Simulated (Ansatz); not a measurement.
# C4H9Cl3Sn: up Jacob's ladder to CCSD(T), part 1 of 2

Aim: compute C4H9Cl3Sn with functionals from several rungs and with coupled cluster, and see how far each lands from CCSD(T) at the basis-set limit for the atomisation energy.

Method: functionals in def2-TZVPP, the program's frozen cores in correlated methods; program: Ansatz 0.2.0, Gaussian basis.

Plan: LDA (SPW92), PBE-D4, revPBE-D4, BLYP-D4, r2SCAN-D4, B97M-V, PBE0-D4, B3LYP-D4, r2SCANh-D4, r2SCAN0-D4, HSE06-D4, BHLYP-D4, CAM-B3LYP-D4, LC-ωPBE, ωB97X-V, ωB97M-V, B2PLYP, PBE-QIDH; CCSD(T)/def2-SVP; CCSD(T)/def2-TZVPP; MP2/def2-QZVPP; extrapolation to the limit; RPA on PBE.

### 1 Structure used throughout

All runs share one geometry, relaxed beforehand with PBE0-D4 in a triple-zeta def2 set. Sn takes the def2 core potential; no spin-orbit term is included.

17 atoms, charge 0, spin multiplicity 1.

Atoms are counted from 1 here; the program's logs count them from 0.

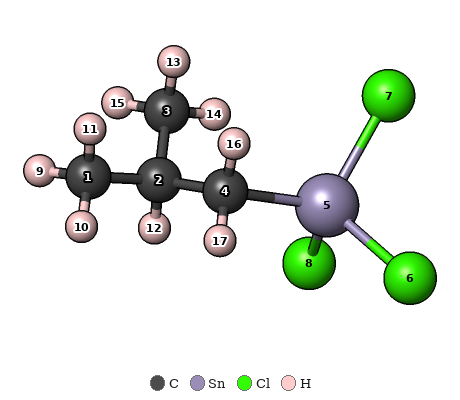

The structure; carbon dark grey, tin purple, chlorine green, hydrogen pink; atoms are numbered from 1 in the order of the file.

Geometry (Å):

```
C    -0.2357   -1.9205    0.9503
C    -0.1175   -0.7548   -0.0251
C    -1.4906   -0.2299   -0.4161
C     0.7509    0.3342    0.5935
Sn    1.1291    1.9718   -0.7193
Cl    3.1618    2.9862   -0.2780
Cl   -0.4575    3.6529   -0.6126
Cl    1.2068    1.2913   -2.9322
H    -0.8229   -2.7316    0.5131
H     0.7452   -2.3203    1.2174
H    -0.7341   -1.6057    1.8720
H     0.3803   -1.1199   -0.9310
H    -2.0104    0.1880    0.4512
H    -1.4338    0.5525   -1.1791
H    -2.1098   -1.0313   -0.8241
H     0.2809    0.7715    1.4794
H     1.7385   -0.0347    0.8807
```

### 2 LDA

This LDA is Slater exchange with PW92 correlation.

The input, in.yaml:

```yaml
crystal:
  periodic: [false, false, false]
  atoms:
    - {symbol: C, position_ang: [-0.235731, -1.920508, 0.950283]}
    - {symbol: C, position_ang: [-0.117516, -0.754838, -0.025068]}
    - {symbol: C, position_ang: [-1.490568, -0.229935, -0.416051]}
    - {symbol: C, position_ang: [0.750936, 0.334222, 0.593502]}
    - {symbol: Sn, position_ang: [1.129122, 1.971816, -0.719255]}
    - {symbol: Cl, position_ang: [3.161771, 2.986224, -0.277976]}
    - {symbol: Cl, position_ang: [-0.457475, 3.652885, -0.612637]}
    - {symbol: Cl, position_ang: [1.206776, 1.291285, -2.932234]}
    - {symbol: H, position_ang: [-0.822895, -2.731615, 0.513145]}
    - {symbol: H, position_ang: [0.745171, -2.320345, 1.217368]}
    - {symbol: H, position_ang: [-0.734127, -1.605698, 1.872035]}
    - {symbol: H, position_ang: [0.380294, -1.119900, -0.931035]}
    - {symbol: H, position_ang: [-2.010396, 0.187967, 0.451242]}
    - {symbol: H, position_ang: [-1.433793, 0.552457, -1.179092]}
    - {symbol: H, position_ang: [-2.109787, -1.031265, -0.824130]}
    - {symbol: H, position_ang: [0.280947, 0.771485, 1.479411]}
    - {symbol: H, position_ang: [1.738470, -0.034740, 0.880691]}
basis:
  gaussian: {orbitals: def2-TZVPP}
hamiltonian: {xc: lda}
output: {orbitals: {seedname: orbitals}}
```

Started as:

```sh
ansatz run in.yaml --threads 5 --pin off --events-out ev --progress --plain --max-ram 66560MiB --backend cuda --devices 0, --max-vram 37GiB
```

The log of the run, cut to the lines that bear on the results:

```text
Functional definition: SPW92
  name "SPW92"
  cite "Dirac, Proc. Camb. Phil. Soc. 26, 376 (1930) doi:10.1017/S0305004100016108"
  cite "Slater, Phys. Rev. 81, 385 (1951) doi:10.1103/PhysRev.81.385"
  cite "Perdew & Wang, Phys. Rev. B 45, 13244 (1992) doi:10.1103/PhysRevB.45.13244"
[...]
2521 factors; their error is unknown
[...]
mean field -47530.38951591 eV, -1746.7095974547 hartree, gradient 7.1e-5 eV, S^2 0.000000; 0 other end points of the search recorded, 0 dependent functions left out
reference -47530.38957036 eV, -1746.7095994557 hartree; 53, 53 occupied and 373, 373 virtual orbitals, 2521 factors
Total energy: -47530.38957036 eV, -1746.7095994557 hartree
```

Run time: 19 s. Hardware: 1 × H100 (card shared with other runs) with 5 threads of AMD EPYC 7R13, shared host; peak host memory 0.91 GiB.

With the free atoms at this level, -47456.714 eV in sum, the atomisation energy is 73.676 eV. HOMO -7.56 eV, LUMO -3.10 eV.

### 3 PBE-D4 (GGA)

Edit in.yaml of step 2 so:

```diff
@@ -22,3 +22,3 @@
   gaussian: {orbitals: def2-TZVPP}
-hamiltonian: {xc: lda}
-output: {orbitals: {seedname: orbitals}}
+hamiltonian: {xc: pbe, dispersion: d4}
+output: {forces: true, orbitals: {seedname: orbitals}}
```

Same command.

The log of the run, cut to the lines that bear on the results:

```text
Functional definition: PBE
  name "PBE"
  cite "Perdew, Burke & Ernzerhof, Phys. Rev. Lett. 77, 3865 (1996) doi:10.1103/PhysRevLett.77.3865"
  parent pbe
[...]
2521 factors; their error is unknown
[...]
mean field -47679.99186536 eV, -1752.2073823928 hartree, gradient 1.6e-5 eV, S^2 0.000000; 0 other end points of the search recorded, 0 dependent functions left out
[...]
Atom 13 at    -1.433793     0.552457    -1.179092 Å, force     0.006037     0.152510    -0.141298 eV/Å
Atom 14 at    -2.109787    -1.031265    -0.824130 Å, force    -0.132597    -0.154060    -0.080116 eV/Å
Atom 15 at     0.280947     0.771485     1.479411 Å, force    -0.089038     0.104032     0.166127 eV/Å
Atom 16 at     1.738470    -0.034740     0.880691 Å, force     0.202721    -0.053432     0.048219 eV/Å
Dipole moment:    -0.234574    -0.694413     0.449934 e Å
```

It took 19 s on 1 × H100 (card shared with other runs) with 5 threads of AMD EPYC 7R13, shared host; peak host memory 0.94 GiB.

With the free atoms at this level, -47614.621 eV in sum, the atomisation energy is 65.932 eV. HOMO -7.40 eV, LUMO -2.79 eV.

### 4 revPBE-D4 (GGA)

Edit in.yaml of step 3 so:

```diff
@@ -22,3 +22,3 @@
   gaussian: {orbitals: def2-TZVPP}
-hamiltonian: {xc: pbe, dispersion: d4}
-output: {forces: true, orbitals: {seedname: orbitals}}
+hamiltonian: {xc: {name: revPBE}, dispersion: d4}
+output: {orbitals: {seedname: orbitals}}
```

Launched as before.

The log of the run, cut to the lines that bear on the results:

```text
Functional definition: revPBE
  name "revPBE"
  cite "Zhang & Yang, Phys. Rev. Lett. 80, 890 (1998) doi:10.1103/PhysRevLett.80.890"
  cite "Perdew, Burke & Ernzerhof, Phys. Rev. Lett. 77, 3865 (1996) doi:10.1103/PhysRevLett.77.3865"
[...]
2521 factors; their error is unknown
[...]
mean field -47694.35397007 eV, -1752.7351800059 hartree, gradient 7.5e-5 eV, S^2 0.000000; 0 other end points of the search recorded, 0 dependent functions left out
reference -47694.35404443 eV, -1752.7351827386 hartree; 53, 53 occupied and 373, 373 virtual orbitals, 2521 factors
Total energy: -47695.82245046 eV, -1752.7891456646 hartree
```

It took 16 s on 1 × H100 (card shared with other runs) with 5 threads of AMD EPYC 7R13, shared host; peak host memory 0.92 GiB.

Atomisation energy: 64.432 eV (free atoms -47631.390 eV, run apart). HOMO -7.34 eV, LUMO -2.68 eV.

### 5 BLYP-D4 (GGA)

Edit in.yaml of step 4 so:

```diff
@@ -22,3 +22,3 @@
   gaussian: {orbitals: def2-TZVPP}
-hamiltonian: {xc: {name: revPBE}, dispersion: d4}
+hamiltonian: {xc: {name: BLYP}, dispersion: d4}
 output: {orbitals: {seedname: orbitals}}
```

The command is unchanged.

The log of the run, cut to the lines that bear on the results:

```text
Functional definition: BLYP
  name "BLYP"
  cite "Becke, Phys. Rev. A 38, 3098 (1988) doi:10.1103/PhysRevA.38.3098"
  cite "Lee, Yang & Parr, Phys. Rev. B 37, 785 (1988) doi:10.1103/PhysRevB.37.785"
[...]
2521 factors; their error is unknown
[...]
mean field -47696.99945422 eV, -1752.8323997553 hartree, gradient 2.5e-5 eV, S^2 0.000000; 0 other end points of the search recorded, 0 dependent functions left out
reference -47696.99996363 eV, -1752.8324184758 hartree; 53, 53 occupied and 373, 373 virtual orbitals, 2521 factors
Total energy: -47698.17323329 eV, -1752.8755353403 hartree
```

It took 15 s on 1 × H100 (card shared with other runs) with 5 threads of AMD EPYC 7R13, shared host; peak host memory 0.93 GiB.

With the free atoms at this level, -47634.111 eV in sum, the atomisation energy is 64.062 eV. HOMO -7.25 eV, LUMO -2.72 eV.

### 6 r2SCAN-D4 (meta-GGA)

Edit in.yaml of step 5 so:

```diff
@@ -22,3 +22,3 @@
   gaussian: {orbitals: def2-TZVPP}
-hamiltonian: {xc: {name: BLYP}, dispersion: d4}
-output: {orbitals: {seedname: orbitals}}
+hamiltonian: {xc: r2scan, dispersion: d4}
+output: {forces: true, orbitals: {seedname: orbitals}}
```

Same command.

The log of the run, cut to the lines that bear on the results:

```text
Functional definition: r2SCAN
  name "r2SCAN"
  cite "Furness, Kaplan, Ning, Perdew & Sun, J. Phys. Chem. Lett. 11, 8208 (2020) doi:10.1021/acs.jpclett.0c02405"
  cite "Furness, Kaplan, Ning, Perdew & Sun, J. Phys. Chem. Lett. 11, 9248 (2020) doi:10.1021/acs.jpclett.0c03077"
  parent r2scan
[...]
2521 factors; their error is unknown
[...]
Atom 13 at    -1.433793     0.552457    -1.179092 Å, force     0.007499    -0.002773     0.011509 eV/Å
Atom 14 at    -2.109787    -1.031265    -0.824130 Å, force     0.006489     0.010717     0.008734 eV/Å
Atom 15 at     0.280947     0.771485     1.479411 Å, force    -0.005318     0.005943     0.000527 eV/Å
Atom 16 at     1.738470    -0.034740     0.880691 Å, force     0.003519     0.007834    -0.003712 eV/Å
Dipole moment:    -0.242419    -0.716053     0.466132 e Å
```

Run time: 11 s. Hardware: 1 × H100 (card shared with other runs) with 5 threads of AMD EPYC 7R13, shared host; peak host memory 0.96 GiB.

Atomisation energy: 65.072 eV (free atoms -47633.871 eV, run apart). HOMO -7.70 eV, LUMO -2.59 eV.

### 7 B97M-V (meta-GGA)

Edit in.yaml of step 6 so:

```diff
@@ -22,3 +22,3 @@
   gaussian: {orbitals: def2-TZVPP}
-hamiltonian: {xc: r2scan, dispersion: d4}
-output: {forces: true, orbitals: {seedname: orbitals}}
+hamiltonian: {xc: {name: B97M-V}}
+output: {orbitals: {seedname: orbitals}}
```

The command is unchanged.

The log of the run, cut to the lines that bear on the results:

```text
Functional definition: B97M-V
  name "B97M-V"
  cite "Mardirossian & Head-Gordon, J. Chem. Phys. 142, 074111 (2015) doi:10.1063/1.4907719"
  cite "Becke, J. Chem. Phys. 107, 8554 (1997) doi:10.1063/1.475007"
  cite "Vydrov & Van Voorhis, J. Chem. Phys. 133, 244103 (2010) doi:10.1063/1.3521275"
  # Of w^i u^j: cxij and so on, Table III.
[...]
  gx(w, u) = cx00 + cx01*u + cx02*u^2 + (cx10 + cx11*u)*w
[...]
  gos(w, u) = cos00 + cos01*u + cos03*u^3 + cos10*w + cos32*w^3*u^2
[...]
      + integral(e_c_pw_mod_opposite_spin*gos(b97_w_opposite, b97_u_opposite)) + vv10(b, c)
2521 factors; their error is unknown
[...]
mean field -47692.32899928 eV, -1752.6607637017 hartree, gradient 3.0e-5 eV, S^2 0.000000; 0 other end points of the search recorded, 0 dependent functions left out
reference -47692.32908067 eV, -1752.6607666928 hartree; 53, 53 occupied and 373, 373 virtual orbitals, 2521 factors
Total energy: -47692.32908067 eV, -1752.6607666928 hartree
```

It took 16 s on 1 × H100 (card shared with other runs) with 5 threads of AMD EPYC 7R13, shared host; peak host memory 1 GiB.

With the free atoms at this level, -47626.951 eV in sum, the atomisation energy is 65.378 eV. HOMO -7.78 eV, LUMO -2.50 eV.

### 8 PBE0-D4 (hybrid)

Edit in.yaml of step 7 so:

```diff
@@ -22,3 +22,3 @@
   gaussian: {orbitals: def2-TZVPP}
-hamiltonian: {xc: {name: B97M-V}}
+hamiltonian: {xc: pbe0, dispersion: d4}
 output: {orbitals: {seedname: orbitals}}
```

The command is unchanged.

The log of the run, cut to the lines that bear on the results:

```text
Functional definition: PBE0
  name "PBE0"
  cite "Adamo & Barone, J. Chem. Phys. 110, 6158 (1999) doi:10.1063/1.478522"
  cite "Perdew, Burke & Ernzerhof, Phys. Rev. Lett. 77, 3865 (1996) doi:10.1103/PhysRevLett.77.3865"
  parent pbe
[...]
2687 factors; their error is unknown
[...]
mean field -47684.16289999 eV, -1752.3606650882 hartree, gradient 5.4e-5 eV, S^2 0.000000; 0 other end points of the search recorded, 0 dependent functions left out
reference -47684.16294326 eV, -1752.3606666784 hartree; 53, 53 occupied and 373, 373 virtual orbitals, 2687 factors
Total energy: -47684.65206825 eV, -1752.3786416903 hartree
```

Wall time 19 s (1 × H100 (card shared with other runs) with 5 threads of AMD EPYC 7R13, shared host); peak host memory 0.93 GiB.

With the free atoms at this level, -47619.431 eV in sum, the atomisation energy is 65.221 eV. HOMO -8.62 eV, LUMO -1.88 eV.

### 9 B3LYP-D4 (hybrid)

B3LYP here takes the VWN-RPA correlation.

Edit in.yaml of step 8 so:

```diff
@@ -22,3 +22,3 @@
   gaussian: {orbitals: def2-TZVPP}
-hamiltonian: {xc: pbe0, dispersion: d4}
-output: {orbitals: {seedname: orbitals}}
+hamiltonian: {xc: {name: B3LYP}, dispersion: d4}
+output: {forces: true, orbitals: {seedname: orbitals}}
```

Same command.

The log of the run, cut to the lines that bear on the results:

```text
Functional definition: B3LYP
  name "B3LYP"
  cite "Stephens, Devlin, Chabalowski & Frisch, J. Phys. Chem. 98, 11623 (1994) doi:10.1021/j100096a001"
  cite "Becke, Phys. Rev. A 38, 3098 (1988) doi:10.1103/PhysRevA.38.3098"
  cite "Lee, Yang & Parr, Phys. Rev. B 37, 785 (1988) doi:10.1103/PhysRevB.37.785"
  cite "Vosko, Wilk & Nusair, Can. J. Phys. 58, 1200 (1980) doi:10.1139/p80-159"
[...]
2622 factors; their error is unknown
[...]
Atom 13 at    -1.433793     0.552457    -1.179092 Å, force    -0.020773    -0.062542     0.060268 eV/Å
Atom 14 at    -2.109787    -1.031265    -0.824130 Å, force     0.023365     0.047923     0.020996 eV/Å
Atom 15 at     0.280947     0.771485     1.479411 Å, force     0.043700    -0.033876    -0.062638 eV/Å
Atom 16 at     1.738470    -0.034740     0.880691 Å, force    -0.078578     0.031112    -0.019663 eV/Å
Dipole moment:    -0.235197    -0.701385     0.461568 e Å
```

Wall time 13 s (1 × H100 (card shared with other runs) with 5 threads of AMD EPYC 7R13, shared host); peak host memory 1.1 GiB.

Atomisation energy: 64.463 eV (free atoms -47641.308 eV, run apart). HOMO -8.39 eV, LUMO -2.17 eV.

### 10 r2SCANh-D4 (hybrid)

Edit in.yaml of step 9 so:

```diff
@@ -22,3 +22,3 @@
   gaussian: {orbitals: def2-TZVPP}
-hamiltonian: {xc: {name: B3LYP}, dispersion: d4}
-output: {forces: true, orbitals: {seedname: orbitals}}
+hamiltonian: {xc: {name: r2SCANh}, dispersion: d4}
+output: {orbitals: {seedname: orbitals}}
```

The command is unchanged.

The log of the run, cut to the lines that bear on the results:

```text
Functional definition: r2SCANh
  name "r2SCANh"
  cite "Bursch, Neugebauer, Ehlert & Grimme, J. Chem. Phys. 156, 134105 (2022) doi:10.1063/5.0086040"
  cite "Furness, Kaplan, Ning, Perdew & Sun, J. Phys. Chem. Lett. 11, 8208 (2020) doi:10.1021/acs.jpclett.0c02405"
  cite "Furness, Kaplan, Ning, Perdew & Sun, J. Phys. Chem. Lett. 11, 9248 (2020) doi:10.1021/acs.jpclett.0c03077"
  parent r2scan
[...]
2536 factors; their error is unknown
[...]
mean field -47698.23403758 eV, -1752.8777698568 hartree, gradient 2.7e-5 eV, S^2 0.000000; 0 other end points of the search recorded, 0 dependent functions left out
reference -47698.23405226 eV, -1752.8777703964 hartree; 53, 53 occupied and 373, 373 virtual orbitals, 2536 factors
Total energy: -47698.39640218 eV, -1752.8837366457 hartree
```

It took 13 s on 1 × H100 (card shared with other runs) with 5 threads of AMD EPYC 7R13, shared host; peak host memory 0.96 GiB.

Atomisation energy: 64.786 eV (free atoms -47633.611 eV, run apart). HOMO -8.14 eV, LUMO -2.26 eV.

### 11 r2SCAN0-D4 (hybrid)

Edit in.yaml of step 10 so:

```diff
@@ -22,3 +22,3 @@
   gaussian: {orbitals: def2-TZVPP}
-hamiltonian: {xc: {name: r2SCANh}, dispersion: d4}
+hamiltonian: {xc: {name: r2SCAN0}, dispersion: d4}
 output: {orbitals: {seedname: orbitals}}
```

Launched as before.

The log of the run, cut to the lines that bear on the results:

```text
Functional definition: r2SCAN0
  name "r2SCAN0"
  cite "Bursch, Neugebauer, Ehlert & Grimme, J. Chem. Phys. 156, 134105 (2022) doi:10.1063/5.0086040"
  cite "Furness, Kaplan, Ning, Perdew & Sun, J. Phys. Chem. Lett. 11, 8208 (2020) doi:10.1021/acs.jpclett.0c02405"
  cite "Furness, Kaplan, Ning, Perdew & Sun, J. Phys. Chem. Lett. 11, 9248 (2020) doi:10.1021/acs.jpclett.0c03077"
  parent r2scan
[...]
2687 factors; their error is unknown
[...]
mean field -47697.45159965 eV, -1752.8490157933 hartree, gradient 4.0e-5 eV, S^2 0.000000; 0 other end points of the search recorded, 0 dependent functions left out
reference -47697.45161231 eV, -1752.8490162585 hartree; 53, 53 occupied and 373, 373 virtual orbitals, 2687 factors
Total energy: -47697.63099449 eV, -1752.8556084322 hartree
```

It took 15 s on 1 × H100 (card shared with other runs) with 5 threads of AMD EPYC 7R13, shared host; peak host memory 0.97 GiB.

With the free atoms at this level, -47633.246 eV in sum, the atomisation energy is 64.385 eV. HOMO -8.82 eV, LUMO -1.76 eV.

### 12 HSE06-D4 (hybrid)

HSE06 is the plane-wave form, built on full-range PBE exchange.

Edit in.yaml of step 11 so:

```diff
@@ -22,3 +22,3 @@
   gaussian: {orbitals: def2-TZVPP}
-hamiltonian: {xc: {name: r2SCAN0}, dispersion: d4}
+hamiltonian: {xc: hse06, dispersion: d4}
 output: {orbitals: {seedname: orbitals}}
```

Launched as before.

The log of the run, cut to the lines that bear on the results:

```text
Functional definition: HSE06
  name "HSE06"
  cite "Heyd, Scuseria & Ernzerhof, J. Chem. Phys. 118, 8207 (2003) doi:10.1063/1.1564060"
  cite "Krukau, Vydrov, Izmaylov & Scuseria, J. Chem. Phys. 125, 224106 (2006) doi:10.1063/1.2404663"
  cite "Heyd & Scuseria, J. Chem. Phys. 120, 7274 (2004) doi:10.1063/1.1668634"
  cite "Ernzerhof & Perdew, J. Chem. Phys. 109, 3313 (1998) doi:10.1063/1.476928"
[...]
2687 factors; their error is unknown
144 factors; integrals over basis functions are off by at most 2.5e-7 eV
[...]
mean field -47683.22195284 eV, -1752.3260859181 hartree, gradient 7.2e-5 eV, S^2 0.000000; 0 other end points of the search recorded, 0 dependent functions left out
reference -47683.22201053 eV, -1752.3260880384 hartree; 53, 53 occupied and 373, 373 virtual orbitals, 2687 factors
Total energy: -47683.68440748 eV, -1752.3430808127 hartree
```

Run time: 17 s. Hardware: 1 × H100 (card shared with other runs) with 5 threads of AMD EPYC 7R13, shared host; peak host memory 0.96 GiB.

With the free atoms at this level, -47618.433 eV in sum, the atomisation energy is 65.252 eV. HOMO -8.23 eV, LUMO -2.25 eV.

### 13 BHLYP-D4 (hybrid)

Edit in.yaml of step 12 so:

```diff
@@ -22,3 +22,3 @@
   gaussian: {orbitals: def2-TZVPP}
-hamiltonian: {xc: hse06, dispersion: d4}
+hamiltonian: {xc: {name: BHLYP}, dispersion: d4}
 output: {orbitals: {seedname: orbitals}}
```

Launched as before.

The log of the run, cut to the lines that bear on the results:

```text
Functional definition: BHLYP
  name "BHLYP"
  cite "Becke, J. Chem. Phys. 98, 1372 (1993) doi:10.1063/1.464304"
  cite "Becke, Phys. Rev. A 38, 3098 (1988) doi:10.1103/PhysRevA.38.3098"
  cite "Lee, Yang & Parr, Phys. Rev. B 37, 785 (1988) doi:10.1103/PhysRevB.37.785"
[...]
2931 factors; their error is unknown
[...]
mean field -47696.88912823 eV, -1752.8283453500 hartree, gradient 4.1e-5 eV, S^2 0.000000; 0 other end points of the search recorded, 0 dependent functions left out
reference -47696.88938249 eV, -1752.8283546938 hartree; 53, 53 occupied and 373, 373 virtual orbitals, 2931 factors
Total energy: -47697.63770202 eV, -1752.8558549291 hartree
```

It took 18 s on 1 × H100 (card shared with other runs) with 5 threads of AMD EPYC 7R13, shared host; peak host memory 0.94 GiB.

With the free atoms at this level, -47634.466 eV in sum, the atomisation energy is 63.171 eV. HOMO -9.71 eV, LUMO -0.87 eV.

### 14 CAM-B3LYP-D4 (range-separated)

Edit in.yaml of step 13 so:

```diff
@@ -22,3 +22,3 @@
   gaussian: {orbitals: def2-TZVPP}
-hamiltonian: {xc: {name: BHLYP}, dispersion: d4}
+hamiltonian: {xc: {name: CAM-B3LYP}, dispersion: d4}
 output: {orbitals: {seedname: orbitals}}
```

The command is unchanged.

The log of the run, cut to the lines that bear on the results:

```text
Functional definition: CAM-B3LYP
  name "CAM-B3LYP"
  cite "Yanai, Tew & Handy, Chem. Phys. Lett. 393, 51 (2004) doi:10.1016/j.cplett.2004.06.011"
  cite "Iikura, Tsuneda, Yanai & Hirao, J. Chem. Phys. 115, 3540 (2001) doi:10.1063/1.1383587"
  cite "Becke, Phys. Rev. A 38, 3098 (1988) doi:10.1103/PhysRevA.38.3098"
  cite "Lee, Yang & Parr, Phys. Rev. B 37, 785 (1988) doi:10.1103/PhysRevB.37.785"
[...]
2622 factors; their error is unknown
563 factors; integrals over basis functions are off by at most 1.1e-5 eV
[...]
mean field -47699.66896057 eV, -1752.9305023040 hartree, gradient 3.1e-5 eV, S^2 0.000000; 0 other end points of the search recorded, 0 dependent functions left out
reference -47699.66914451 eV, -1752.9305090637 hartree; 53, 53 occupied and 373, 373 virtual orbitals, 2622 factors
Total energy: -47700.17733062 eV, -1752.9491845587 hartree
```

It took 13 s on 1 × H100 (card shared with other runs) with 5 threads of AMD EPYC 7R13, shared host; peak host memory 0.96 GiB.

Atomisation energy: 64.700 eV (free atoms -47635.477 eV, run apart). HOMO -9.90 eV, LUMO -0.87 eV.

### 15 LC-ωPBE (range-separated)

Edit in.yaml of step 14 so:

```diff
@@ -22,3 +22,3 @@
   gaussian: {orbitals: def2-TZVPP}
-hamiltonian: {xc: {name: CAM-B3LYP}, dispersion: d4}
+hamiltonian: {xc: {name: LC-wPBE}}
 output: {orbitals: {seedname: orbitals}}
```

The command is unchanged.

The log of the run, cut to the lines that bear on the results:

```text
Functional definition: LC-wPBE
  name "LC-wPBE"
  cite "Vydrov & Scuseria, J. Chem. Phys. 125, 234109 (2006) doi:10.1063/1.2409292"
  cite "Heyd & Scuseria, J. Chem. Phys. 120, 7274 (2004) doi:10.1063/1.1668634"
  cite "Ernzerhof & Perdew, J. Chem. Phys. 109, 3313 (1998) doi:10.1063/1.476928"
  cite "Perdew, Burke & Ernzerhof, Phys. Rev. Lett. 77, 3865 (1996) doi:10.1103/PhysRevLett.77.3865"
  parent pbe
[...]
2521 factors; their error is unknown
698 factors; integrals over basis functions are off by at most 2.4e-5 eV
[...]
mean field -47689.71806898 eV, -1752.5648137831 hartree, gradient 2.9e-5 eV, S^2 0.000000; 0 other end points of the search recorded, 0 dependent functions left out
reference -47689.71806899 eV, -1752.5648137835 hartree; 53, 53 occupied and 373, 373 virtual orbitals, 2521 factors
Total energy: -47689.71806899 eV, -1752.5648137835 hartree
```

It took 10 s on 1 × H100 (card shared with other runs) with 5 threads of AMD EPYC 7R13, shared host; peak host memory 0.96 GiB.

Atomisation energy: 64.385 eV (free atoms -47625.333 eV, run apart). HOMO -11.22 eV, LUMO 0.35 eV.

(Continued in part 2 of 2.)
